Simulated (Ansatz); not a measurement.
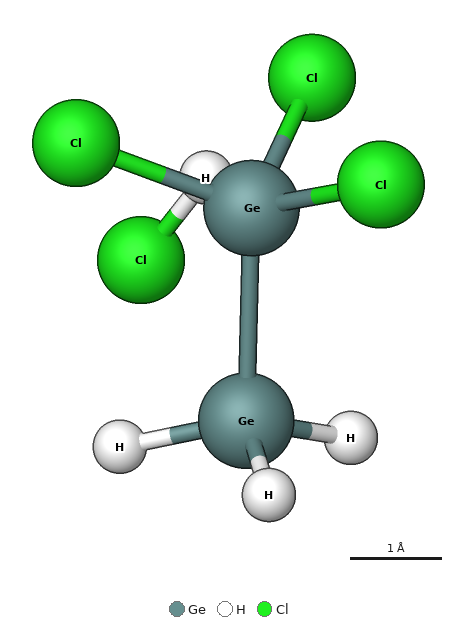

Figure 1. The structure as given in the input (ball-and-stick view, seen at an oblique angle). Sticks mark near contacts. Bond lengths as drawn: Cl–Ge 2.17 to 2.21 Å, Cl–H 1.31 Å, Ge–Ge 2.46 Å and Ge–H 1.54 to 1.55 Å.

# Nudged elastic band of Ge2H4Cl4

Ge2H4Cl4, computed with RKS PBE/def2-SVP (Ansatz 0.2.0).

One setting was made poor on purpose. It belongs to a series of runs on one base structure; here: band between the two ends.

**Input**
```yaml
crystal:
  periodic: [false, false, false]
  atoms:
    - { symbol: Ge, position_ang: [-0.159152, -0.199707, 0.202357] }
    - { symbol: Ge, position_ang: [-0.044763, -0.333271, 2.651492] }
    - { symbol: H, position_ang: [-0.68193, -1.705297, 2.984328] }
    - { symbol: H, position_ang: [1.43452, -0.270892, 3.076215] }
    - { symbol: H, position_ang: [-0.890643, 0.82733, 3.218314] }
    - { symbol: Cl, position_ang: [1.549989, -1.115915, -0.778813] }
    - { symbol: Cl, position_ang: [-0.295877, 1.859703, -0.58805] }
    - { symbol: Cl, position_ang: [-1.947552, -1.186558, -0.547776] }
    - { symbol: Cl, position_ang: [2.004846, 2.725839, 2.011018] }
    - { symbol: H, position_ang: [1.204262, 2.673167, 0.973316] }
basis:
  gaussian: { orbitals: def2-SVP }
hamiltonian:
  xc: pbe
neb:
  order_check: false
  images: 2
  f_tol: 0.03
  max_iterations: 60
  climbing: false
  final_atoms:
    - { symbol: Ge, position_ang: [0.96731666, 0.31857675, -0.87784082] }
    - { symbol: Ge, position_ang: [-0.53133728, 0.33773778, 3.51950029] }
    - { symbol: H, position_ang: [-1.73469364, -0.60349849, 3.77921556] }
    - { symbol: H, position_ang: [0.74015418, -0.50750368, 3.2662192] }
    - { symbol: H, position_ang: [-0.31129439, 1.24838587, 4.75320425] }
    - { symbol: Cl, position_ang: [1.85864, -0.0646792, -2.79489276] }
    - { symbol: Cl, position_ang: [-0.49762769, 1.87948698, -1.06783834] }
    - { symbol: Cl, position_ang: [0.01832096, -1.47536457, -0.16371919] }
    - { symbol: Cl, position_ang: [2.49239502, 0.9259635, 0.51003935] }
    - { symbol: H, position_ang: [-0.82817383, 1.21529404, 2.27851347] }
  initial_path:
    images:
      - { positions_ang: [[-0.159152, -0.199707, 0.202357], [-0.044763, -0.333271, 2.651492], [-0.68193, -1.705297, 2.984328], [1.43452, -0.270892, 3.076215], [-0.890643, 0.82733, 3.218314], [1.549989, -1.115915, -0.778813], [-0.295877, 1.859703, -0.58805], [-1.947552, -1.186558, -0.547776], [2.004846, 2.725839, 2.011018], [1.204262, 2.673167, 0.973316]] }
      - { positions_ang: [[-0.08572225, -0.01386868, 0.06196233], [0.0050307, -0.15728448, 2.70824825], [-1.13701183, -0.88979507, 3.17663598], [1.19899606, -0.83930376, 3.13726409], [-0.01837769, 1.15174155, 3.28516936], [1.86409964, -0.33877293, -0.79962588], [-0.80001299, 1.9274552, -0.60824894], [-1.43415745, -1.49846266, -0.72269209], [1.5769741, 2.22971647, 1.23705209], [1.00388169, 1.70297335, 1.72663581]] }
      - { positions_ang: [[0.2897673, 0.15889257, -0.29810361], [-0.15716072, 0.06638511, 2.99758435], [-1.48793304, -0.5225289, 3.4415985], [0.96754078, -0.91817432, 3.20059882], [0.17473852, 1.29209351, 3.79679945], [1.96698331, 0.01163901, -1.47165247], [-0.86726322, 1.93404986, -0.76817839], [-0.77886646, -1.59473151, -0.59467315], [1.73949044, 1.62975797, 0.73672587], [0.32640308, 1.2170157, 2.16170164]] }
      - { positions_ang: [[0.96731666, 0.31857675, -0.87784082], [-0.53133728, 0.33773778, 3.51950029], [-1.73469364, -0.60349849, 3.77921556], [0.74015418, -0.50750368, 3.2662192], [-0.31129439, 1.24838587, 4.75320425], [1.85864, -0.0646792, -2.79489276], [-0.49762769, 1.87948698, -1.06783834], [0.01832096, -1.47536457, -0.16371919], [2.49239502, 0.9259635, 0.51003935], [-0.82817383, 1.21529404, 2.27851347]] }
```

Machine: 4 threads of Arm Neoverse V1, 24 GiB of memory available, shared host.

Launch command:
```bash
ansatz run input.yaml --threads 4 --pin off --max-ram 5120MiB --backend cpu --events-out ev --progress --plain --runs-dir out
```

**Log**
```
Engine: ansatz 0.2.0, aarch64-unknown-linux-gnu
Functional definition: PBE
  parameter kappa = 0.804
  parameter beta = 0.06672455060314922
  exchange = pbe_x(kappa = kappa, mu = beta*pi^2/3)
  correlation = pbe_c(beta = beta)
1714 factors; their error is unknown
mean field evaluation 1: about -163126.8196 eV, gradient 3.4e1 eV
mean field evaluation 2: about -163124.7781 eV, gradient 4.8e1 eV
mean field evaluation 4: about -163128.5770 eV, gradient 1.5e0 eV
mean field evaluation 8: about -163128.5837 eV, gradient 3.2e-2 eV
mean field evaluation 16: about -163128.4686 eV, gradient 4.9e-5 eV
mean field -163128.46856235 eV, -5994.8606472192 hartree, gradient 4.9e-5 eV, S^2 0.000000; 0 other end points of the search recorded, 0 dependent functions left out
the calculation of the forces begins
reference -163128.46860109 eV, -5994.8606486426 hartree; 68, 68 occupied and 88, 88 virtual orbitals, 1714 factors
1714 factors; their error is unknown
mean field evaluation 32: about -163128.5390 eV, gradient 6.0e-5 eV
mean field -163128.53901398 eV, -5994.8632362685 hartree, gradient 6.0e-5 eV, S^2 0.000000; 0 other end points of the search recorded, 0 dependent functions left out
[... from here on the field's lines of each further geometry are left out, up to the last ...]
NEB iter   1: max|band force component| = 2.709e1 eV/Å  barrier→ = 6.1016 eV  barrier← = 6.1721 eV  Δτ_max = 0.1959 Å  (119 SCF iters)
NEB iter   2: max|band force component| = 6.449e0 eV/Å  barrier→ = 2.5172 eV  barrier← = 2.5877 eV  Δτ_max = 0.1920 Å  (61 SCF iters)
NEB iter   3: max|band force component| = 4.066e0 eV/Å  barrier→ = 1.4787 eV  barrier← = 1.5491 eV  Δτ_max = 0.2000 Å  (60 SCF iters)
NEB iter   4: max|band force component| = 1.536e0 eV/Å  barrier→ = 1.0475 eV  barrier← = 1.1180 eV  Δτ_max = 0.2000 Å  (59 SCF iters)
NEB iter   5: max|band force component| = 8.816e-1 eV/Å  barrier→ = 0.9078 eV  barrier← = 0.9782 eV  Δτ_max = 0.1993 Å  (58 SCF iters)
NEB iter   6: max|band force component| = 5.835e-1 eV/Å  barrier→ = 0.7918 eV  barrier← = 0.8623 eV  Δτ_max = 0.1891 Å  (56 SCF iters)
NEB iter   7: max|band force component| = 2.702e-1 eV/Å  barrier→ = 0.7716 eV  barrier← = 0.8421 eV  Δτ_max = 0.1866 Å  (56 SCF iters)
NEB iter   8: max|band force component| = 3.767e-1 eV/Å  barrier→ = 0.7731 eV  barrier← = 0.8435 eV  Δτ_max = 0.0988 Å  (54 SCF iters)
NEB iter   9: max|band force component| = 2.864e-1 eV/Å  barrier→ = 0.7374 eV  barrier← = 0.8079 eV  Δτ_max = 0.0987 Å  (53 SCF iters)
NEB iter  10: max|band force component| = 1.668e-1 eV/Å  barrier→ = 0.6973 eV  barrier← = 0.7678 eV  Δτ_max = 0.0991 Å  (54 SCF iters)
NEB iter  11: max|band force component| = 1.435e-1 eV/Å  barrier→ = 0.6381 eV  barrier← = 0.7086 eV  Δτ_max = 0.0991 Å  (54 SCF iters)
NEB iter  12: max|band force component| = 1.439e-1 eV/Å  barrier→ = 0.5706 eV  barrier← = 0.6411 eV  Δτ_max = 0.0500 Å  (53 SCF iters)
NEB iter  13: max|band force component| = 1.435e-1 eV/Å  barrier→ = 0.5470 eV  barrier← = 0.6175 eV  Δτ_max = 0.0250 Å  (49 SCF iters)
NEB iter  14: max|band force component| = 1.161e-1 eV/Å  barrier→ = 0.5356 eV  barrier← = 0.6060 eV  Δτ_max = 0.0249 Å  (49 SCF iters)
NEB iter  15: max|band force component| = 7.934e-2 eV/Å  barrier→ = 0.5303 eV  barrier← = 0.6008 eV  Δτ_max = 0.0499 Å  (51 SCF iters)
NEB iter  16: max|band force component| = 7.714e-2 eV/Å  barrier→ = 0.5093 eV  barrier← = 0.5797 eV  Δτ_max = 0.0995 Å  (50 SCF iters)
NEB iter  17: max|band force component| = 8.195e-2 eV/Å  barrier→ = 0.4629 eV  barrier← = 0.5333 eV  Δτ_max = 0.0499 Å  (49 SCF iters)
NEB iter  18: max|band force component| = 7.961e-2 eV/Å  barrier→ = 0.4437 eV  barrier← = 0.5141 eV  Δτ_max = 0.0412 Å  (49 SCF iters)
NEB iter  19: max|band force component| = 6.875e-2 eV/Å  barrier→ = 0.4295 eV  barrier← = 0.5000 eV  Δτ_max = 0.0235 Å  (49 SCF iters)
NEB iter  20: max|band force component| = 4.820e-2 eV/Å  barrier→ = 0.4217 eV  barrier← = 0.4922 eV  Δτ_max = 0.0212 Å  (49 SCF iters)
NEB iter  21: max|band force component| = 3.586e-2 eV/Å  barrier→ = 0.4142 eV  barrier← = 0.4846 eV  Δτ_max = 0.0222 Å  (50 SCF iters)
the calculation of the forces begins
reference -163128.10225332 eV, -5994.8471856106 hartree; 68, 68 occupied and 88, 88 virtual orbitals, 1714 factors
1714 factors; their error is unknown
mean field -163128.05814423 eV, -5994.8455646313 hartree, gradient 4.6e-5 eV, S^2 0.000000; 1 other end points of the search recorded, 0 dependent functions left out
the calculation of the forces begins
reference -163128.05818429 eV, -5994.8455661035 hartree; 68, 68 occupied and 88, 88 virtual orbitals, 1714 factors
NEB iter  22: max|band force component| = 2.121e-2 eV/Å  barrier→ = 0.4104 eV  barrier← = 0.4809 eV  Δτ_max = 0.0000 Å  (105 SCF iters)
```

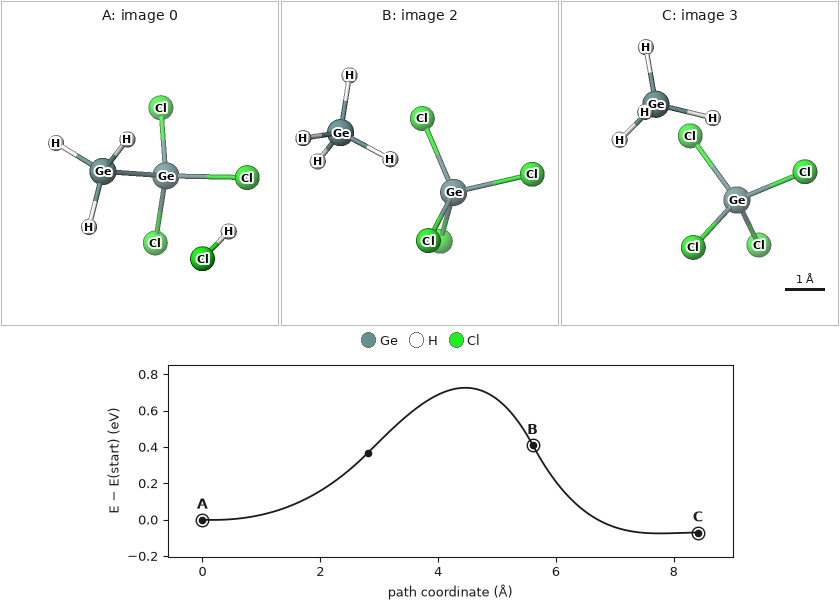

Figure 2. Images of the last band (counted from 0; ball-and-stick, seen at a tilt) above the energy along the path; the line is a cubic interpolation that uses the forces. The highest image is number 2, 0.410 eV above the start and 0.481 eV above the end; the end lies 0.070 eV below the start. The path is 8.41 Å long. The band converged in 22 iterations.

```
Total energy: -163128.05818429 eV, -5994.8455661035 hartree
Atom 0 at     0.485596     0.529271    -0.550399 Å, force     0.158139     0.159907    -0.200516 eV/Å
Atom 1 at    -0.079872     0.099862     3.239136 Å, force    -0.016731     0.106077     0.203869 eV/Å
Atom 2 at    -1.453475    -0.607605     3.182428 Å, force    -0.006991     0.057266     0.095475 eV/Å
Atom 3 at     1.021316    -0.903500     2.802205 Å, force    -0.026858     0.104743    -0.008005 eV/Å
Atom 4 at     0.241079     0.617394     4.650195 Å, force     0.004870    -0.111054     0.356099 eV/Å
Atom 5 at     2.035627    -0.543346    -1.573870 Å, force     0.031187    -0.022794    -0.248989 eV/Å
Atom 6 at    -0.814173     1.763180    -1.730830 Å, force     0.023816     0.027356    -0.219144 eV/Å
Atom 7 at    -0.832708    -1.038653     0.160666 Å, force     0.153402     0.192775     0.149043 eV/Å
Atom 8 at     1.611876     1.965155     0.640135 Å, force    -0.040028    -0.210946    -0.214396 eV/Å
Atom 9 at    -0.041568     1.392642     2.382734 Å, force    -0.280807    -0.303329     0.086564 eV/Å
Dipole moment:    -0.011467    -0.009475    -0.070478 e Å
this run last wrote the band of iteration 22 to [file]
```

**The last band as extended XYZ (Å, eV, eV/Å)**
```
10
Properties=species:S:1:pos:R:3:forces:R:3 image=0 energy=-163128.46856
Ge   -0.1592   -0.1997    0.2024    0.0002  -0.0138  -0.0228
Ge   -0.0448   -0.3333    2.6515    0.0033   0.0013   0.0138
H    -0.6819   -1.7053    2.9843    0.0033   0.0089  -0.0040
H     1.4345   -0.2709    3.0762   -0.0101  -0.0003  -0.0034
H    -0.8906    0.8273    3.2183    0.0065  -0.0061  -0.0036
Cl    1.5500   -1.1159   -0.7788   -0.0125   0.0112   0.0094
Cl   -0.2959    1.8597   -0.5880    0.0081  -0.0041   0.0078
Cl   -1.9476   -1.1866   -0.5478    0.0055   0.0026   0.0054
Cl    2.0048    2.7258    2.0110   -0.0142  -0.0042  -0.0141
H     1.2043    2.6732    0.9733    0.0099   0.0045   0.0115
10
Properties=species:S:1:pos:R:3:forces:R:3 image=1 energy=-163128.10221
Ge   -0.0284    0.0040    0.1019   -0.0785  -0.0973   0.1278
Ge   -0.0277   -0.2124    2.5907    0.0003  -0.0431  -0.1338
H    -1.4236   -0.7605    2.9625   -0.0152  -0.0372  -0.0414
H     1.0917   -1.2414    2.8534    0.0253  -0.0734   0.0163
H     0.2474    1.0334    3.4849   -0.0100   0.0841  -0.1970
Cl    1.8368   -0.4406   -0.9247   -0.0189   0.0236   0.1188
Cl   -0.9200    1.7115   -0.9094   -0.0164  -0.0052   0.1351
Cl   -1.3374   -1.6890   -0.3393   -0.0808  -0.1207  -0.0934
Cl    1.8594    2.5417    1.2756    0.0211   0.1013   0.1326
H     0.8756    2.3277    2.1068    0.1731   0.1681  -0.0649
10
Properties=species:S:1:pos:R:3:forces:R:3 image=2 energy=-163128.05814
Ge    0.4856    0.5293   -0.5504    0.1581   0.1599  -0.2005
Ge   -0.0799    0.0999    3.2391   -0.0167   0.1061   0.2039
H    -1.4535   -0.6076    3.1824   -0.0070   0.0573   0.0955
H     1.0213   -0.9035    2.8022   -0.0269   0.1047  -0.0080
H     0.2411    0.6174    4.6502    0.0049  -0.1111   0.3561
Cl    2.0356   -0.5433   -1.5739    0.0312  -0.0228  -0.2490
Cl   -0.8142    1.7632   -1.7308    0.0238   0.0274  -0.2191
Cl   -0.8327   -1.0387    0.1607    0.1534   0.1928   0.1490
Cl    1.6119    1.9652    0.6401   -0.0400  -0.2109  -0.2144
H    -0.0416    1.3926    2.3827   -0.2808  -0.3033   0.0866
10
Properties=species:S:1:pos:R:3:forces:R:3 image=3 energy=-163128.53901
Ge    0.9673    0.3186   -0.8778   -0.0007   0.0000   0.0023
Ge   -0.5313    0.3377    3.5195   -0.0059  -0.0228  -0.0104
H    -1.7347   -0.6035    3.7792    0.0175   0.0155   0.0011
H     0.7402   -0.5075    3.2662   -0.0095   0.0103   0.0080
H    -0.3113    1.2484    4.7532   -0.0032  -0.0042  -0.0077
Cl    1.8586   -0.0647   -2.7949    0.0002  -0.0014  -0.0026
Cl   -0.4976    1.8795   -1.0678    0.0027  -0.0029   0.0021
Cl    0.0183   -1.4754   -0.1637    0.0006   0.0069   0.0000
Cl    2.4924    0.9260    0.5100   -0.0041  -0.0009  -0.0010
H    -0.8282    1.2153    2.2785    0.0024  -0.0005   0.0081
```

**Results in brief**

| quantity | value |
| --- | --- |
| outcome | converged |
| barrier, forward | 0.410 eV |
| barrier, backward | 0.481 eV |
| wall time | 2.1 min (CPU time 7.7 min) |
| peak memory | 0.28 GiB |

A deliberately poor setting: few images. The order of the saddle point was not checked.
